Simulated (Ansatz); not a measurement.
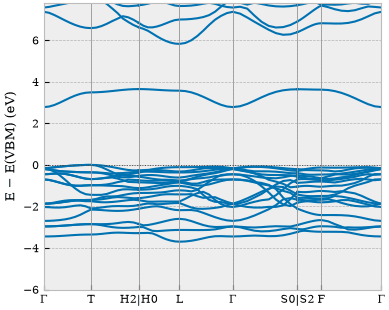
Band structure from plane-wave PAW LDA (Ansatz code)

The gap is 2.78 eV; an edge lies off the plotted path or next to a special point (maximum off the standard path, minimum at Γ).

Pick the material that matches.
A. ZnPdF6, R-3 (Zn on 3b, Pd on 3a, F on 18f)
B. Li8PbO6, R-3 (Li on 6c, Li on 18f, Pb on 3a, O on 18f)
C. K2H6PbO6, R-3 (K on 6c, H on 18f, Pb on 3a, O on 18f)

B, Li8PbO6, R-3 (Li on 6c, Li on 18f, Pb on 3a, O on 18f)

The workflow started from a Materials Project entry (that database holds measured and hypothetical structures alike); the Crystallography Open Database files this formula in space group No. 148, but the cells were not matched. Whether it is the stable phase at ambient conditions was not checked. Symmetry was held in the LDA relaxation; phonons on a q-mesh show no instability. Scalar-relativistic: spin–orbit coupling is off unless named, which matters more the heavier the elements.

Potentials: the later of the program's two PAW sets.
